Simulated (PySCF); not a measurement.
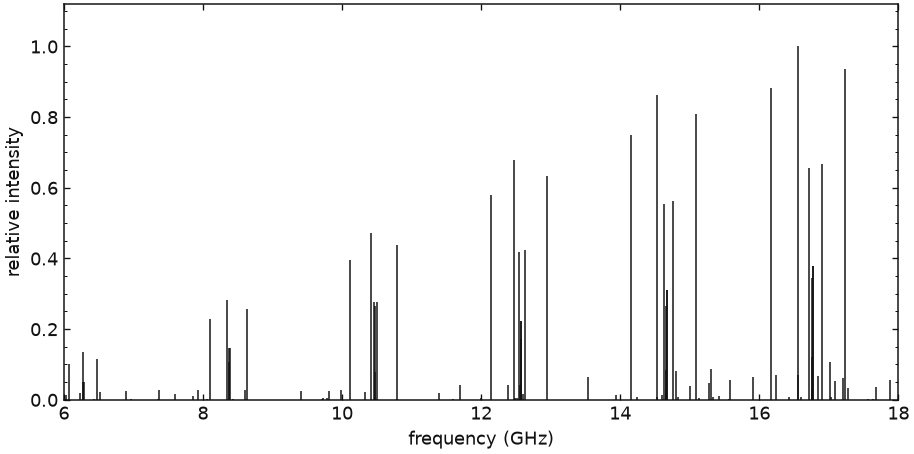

Simulated rotational absorption lines between 6 and 18 GHz at 3 K: rigid rotor with the equilibrium constants and dipole of one optimised conformer (PBE0-D3(BJ)/def2-SVP, PySCF), commonest isotopes; no centrifugal distortion, hyperfine structure, internal rotation or nuclear-spin weights; lines within 1 MHz of each other are summed.

### Which molecule gives this spectrum?
A. C₃H₆BFSe, SMILES FB[C@H]1CC[Se]1
B. C₂H₇NP₂Si, SMILES C#C[Si](N)(P)P
C. C₃H₇AlN₂, SMILES C=[N][AlH2-][N+]#CC, singlet

Option C. Rotational constants A, B, C = 6.871, 1.114, 0.9794 GHz, |μa|, |μb|, |μc| = 7.06, 2.65, 0.17 D.

Known limits of this run: coarse grid, loose stop and no frequency check, small forces are noise and the end may be a saddle.
